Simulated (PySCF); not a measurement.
## Run report: GeCl$_{2}$F$_{2}$, geometry relaxation

System: GeCl$_{2}$F$_{2}$, SMILES [F][Ge]([F])([Cl])[Cl].
Method: PBE0-D3(BJ)/def2-SVP geometry optimisation, gas phase (PySCF 2.14.0).

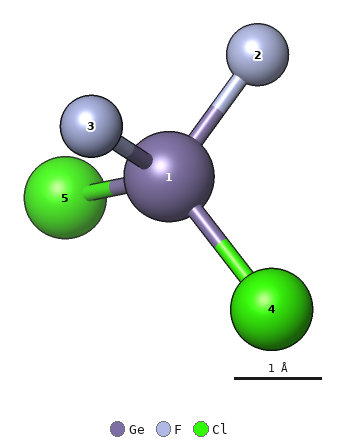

Figure 1. The structure as given in the input (ball-and-stick view, seen at a tilt; atoms are numbered from 1 in the order of the input). Sticks mark near contacts. Bond lengths as drawn: Cl–Ge 2.05 to 2.06 Å and F–Ge 1.72 to 1.77 Å.

The input:
```
{"job": {"xc": "PBE0", "basis": "def2-SVP", "d3": "d3bj", "grid": 2, "kind": "geom", "shake": 0.01}, "charge": 0, "multiplicity": 1}
Ge     0.005745    -0.062208     0.007645
F     -0.642377     1.472636     0.601283
F      1.408968     0.558027    -0.778423
Cl    -1.270025    -0.766733    -1.452169
Cl     0.522638    -1.238547     1.600960
```

The first line tells a small driver script what to run in PySCF; the rest is the geometry in Å.

Launch command:
```bash
OMP_NUM_THREADS=1 python <driver script> task.json out
```

Log:
```
step   0  E = -3195.78434363  max force = 0.063575
step   1  E = -3195.78714729  max force = 0.050541
step   2  E = -3195.79047144  max force = 0.009154
step   3  E = -3195.79095173  max force = 0.002761
step   4  E = -3195.79101678  max force = 0.000566
step   5  E = -3195.79102015  max force = 0.000248
optimisation converged
```

Trajectory as extended XYZ (Å, eV, eV/Å), 6 frames, from step=0 to step=5:
```
5
Properties=species:S:1:pos:R:3:forces:R:3 step=0 energy=-86961.72141
Ge    0.0057   -0.0622    0.0076    0.1485   3.2691  -0.1651
F    -0.6424    1.4726    0.6013    0.2610  -1.4189  -0.2778
F     1.4090    0.5580   -0.7784   -0.0353  -0.4634   0.0812
Cl   -1.2700   -0.7667   -1.4522   -0.5724  -0.5556  -0.4663
Cl    0.5226   -1.2386    1.6010    0.1981  -0.8312   0.8280
5
Properties=species:S:1:pos:R:3:forces:R:3 step=1 energy=-86961.79770
Ge    0.0333    0.0948   -0.0270    0.6298  -2.5989  -0.5861
F    -0.7254    1.3710    0.6904   -0.9288   2.0085   0.8026
F     1.4896    0.5582   -0.7805    0.0750   0.2699  -0.1110
Cl   -1.2767   -0.7954   -1.4429    0.2165   0.2038   0.1102
Cl    0.5041   -1.2652    1.5392    0.0074   0.1167  -0.2156
5
Properties=species:S:1:pos:R:3:forces:R:3 step=2 energy=-86961.88816
Ge    0.0307    0.0571   -0.0149   -0.3812   0.1284   0.3982
F    -0.7386    1.4384    0.6931    0.3731  -0.4707  -0.3500
F     1.4728    0.5620   -0.7822   -0.0340   0.1181   0.0200
Cl   -1.2613   -0.7954   -1.4544    0.0833   0.0882   0.0884
Cl    0.5214   -1.2989    1.5376   -0.0412   0.1361  -0.1566
5
Properties=species:S:1:pos:R:3:forces:R:3 step=3 energy=-86961.90123
Ge    0.0267    0.0479   -0.0095   -0.1176  -0.0085   0.1420
F    -0.7232    1.4304    0.6773    0.1123  -0.1077  -0.1005
F     1.4619    0.5756   -0.7750    0.0036   0.0511   0.0056
Cl   -1.2619   -0.7903   -1.4529    0.0230   0.0133   0.0303
Cl    0.5215   -1.3003    1.5393   -0.0212   0.0518  -0.0774
5
Properties=species:S:1:pos:R:3:forces:R:3 step=4 energy=-86961.90300
Ge    0.0240    0.0432   -0.0065    0.0129  -0.0164   0.0004
F    -0.7130    1.4311    0.6682   -0.0036   0.0291   0.0049
F     1.4566    0.5833   -0.7702    0.0031   0.0041   0.0026
Cl   -1.2629   -0.7919   -1.4497   -0.0065  -0.0133   0.0022
Cl    0.5203   -1.3025    1.5374   -0.0059  -0.0036  -0.0102
5
Properties=species:S:1:pos:R:3:forces:R:3 step=5 energy=-86961.90309
Ge    0.0239    0.0434   -0.0063    0.0087   0.0017  -0.0041
F    -0.7107    1.4341    0.6665   -0.0003   0.0128   0.0010
F     1.4568    0.5831   -0.7700    0.0003  -0.0006   0.0016
Cl   -1.2639   -0.7941   -1.4476   -0.0055  -0.0079   0.0016
Cl    0.5189   -1.3033    1.5365   -0.0033  -0.0059  -0.0002
```

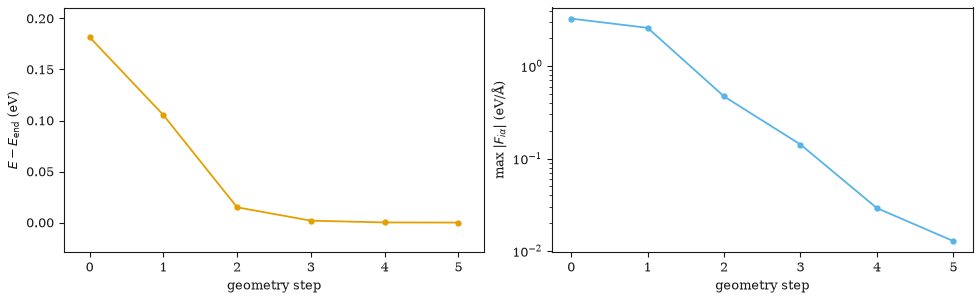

Figure 2. Progress of the relaxation, step by step (steps are counted from 0).

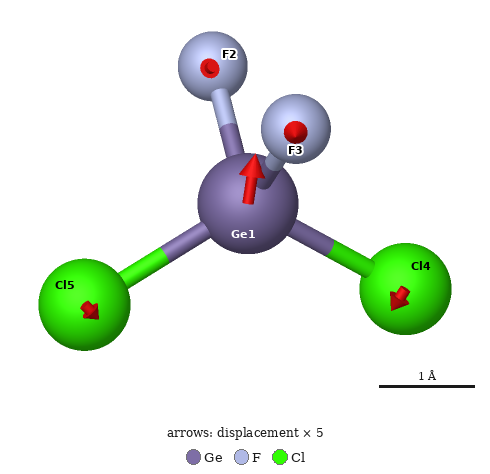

Figure 3. The starting structure with the displacements as red arrows, magnified 5 times (ball-and-stick view, seen at a tilt). The two geometries are laid on each other by the best rigid fit. The largest move after the best rigid fit is that of Ge1, 0.11 Å. Largest moves by element: Ge 0.11 Å, F 0.06 Å, Cl 0.06 Å. Distances before and after: Ge1–Cl5 2.047 → 2.107 Å, Ge1–F2 1.769 → 1.711 Å, Ge1–Cl4 2.063 → 2.106 Å, Ge1–F3 1.724 → 1.711 Å. Among the angles that change: F2–Ge1–F3 98.0° → 106.2°, Cl4–Ge1–Cl5 120.7° → 113.0°. The energy falls by 0.182 eV in 5 geometry steps. The largest force component goes from 3.3 to 0.013 eV/Å. (Atoms are counted from 1 in the order of the input.)

Key numbers:

```tsv
quantity	value
outcome	converged
total energy	−3195.791020 hartree
dipole moment	1.18 D
point group	C2v
hardware	1 CPU thread, shared host
wall time	52 s
peak memory	0.48 GiB
```
